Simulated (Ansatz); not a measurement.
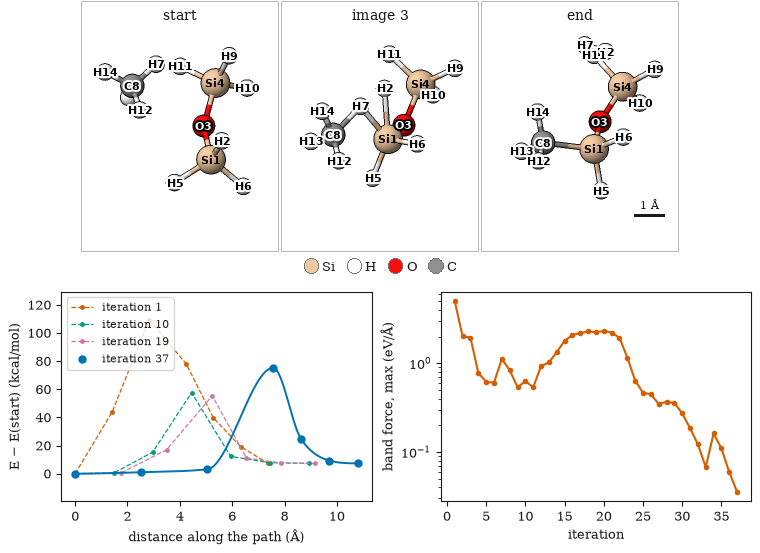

NEB run on CH10OSi2, made up of Si$_{2}$H$_{6}$O and CH$_{4}$. Images are numbered from 0 (start) to 6 (end). The plot follows the band through its iterations. Style: ball-and-stick. Shown from a free direction.

Level of theory: RKS B3LYP-D4/def2-SVP (Ansatz 0.2.0). Settings: 5 movable images; climbing image; force threshold 0.05 eV/Å; iteration limit 60; starting path through a guess of the saddle point.

### Did the band converge, and can the barrier be trusted?

The result is final at these settings. The band converged in 37 iterations. The largest component of the band force went from 5 to 0.035 eV/Å. The climbing image converged on the top of the path. Its vibrational analysis gives one imaginary mode (1560i cm⁻¹), as a transition state must have. The first iteration put the highest image at 109.6 kcal/mol. Forward barrier 75.3 kcal/mol, backward barrier 67.9 kcal/mol, with image 3 at the top; the reaction energy is +7.4 kcal/mol.

Limits of the set-up: the start holds two separate molecules, 2.9 Å apart at their closest, whose relative position is a soft coordinate.
